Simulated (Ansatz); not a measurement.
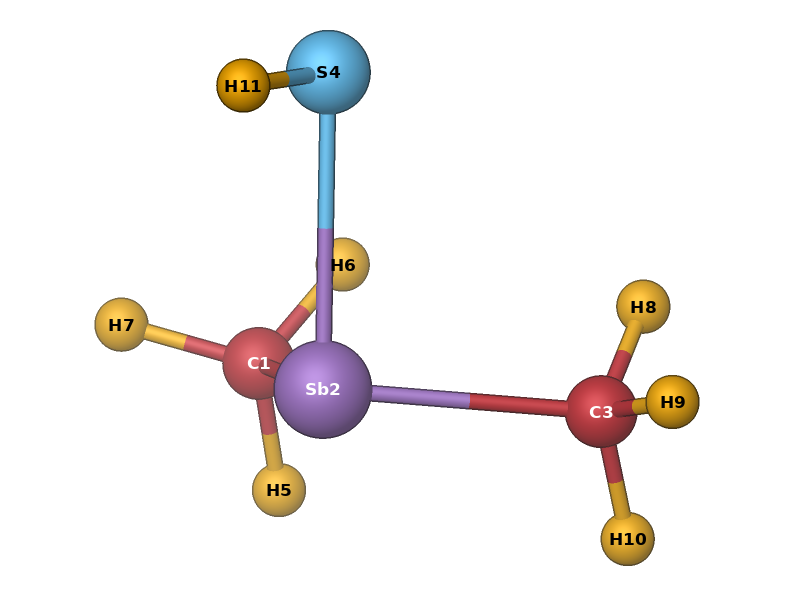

C1 lies behind Sb2. The molecule seen a little off the Sb2–C1 bond, Sb2 in front. Distant atoms are faded towards the background colour. The geometry was computed by an optimisation with PBE-D4/def2-SVP. No frequency run is at hand to confirm it as a minimum.

Question: What is the torsion angle S4–Sb2–C1–H5? The sign is positive where the front bond must turn clockwise to cover the back bond.

Answer: 167°, antiperiplanar (anti).
